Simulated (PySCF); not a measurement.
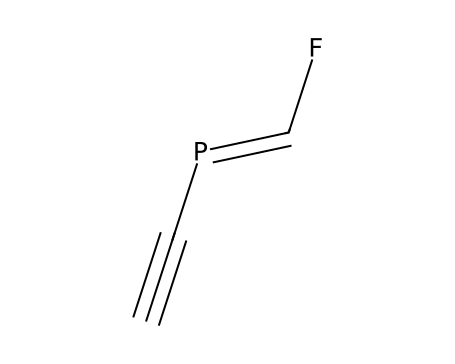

The computed structure is the end point of a GFN2-xTB optimisation. No frequency run is at hand to confirm it as a minimum. Method: PBE0/pcSseg-1, gas phase (PySCF 2.14.0).

What does the calculation give?

The species is C₃H₂FP (`C#C/P=C/F`).
- dipole moment: 1.81 D
- HOMO energy (Kohn–Sham orbital): −7.26 eV
- LUMO energy (Kohn–Sham orbital): −2.13 eV
- HOMO–LUMO gap: 5.13 eV

The geometry is semi-empirical. Around P such bond lengths and angles can be off by a tenth of an ångström or more and by several degrees, and values that hang on the shape move with them.
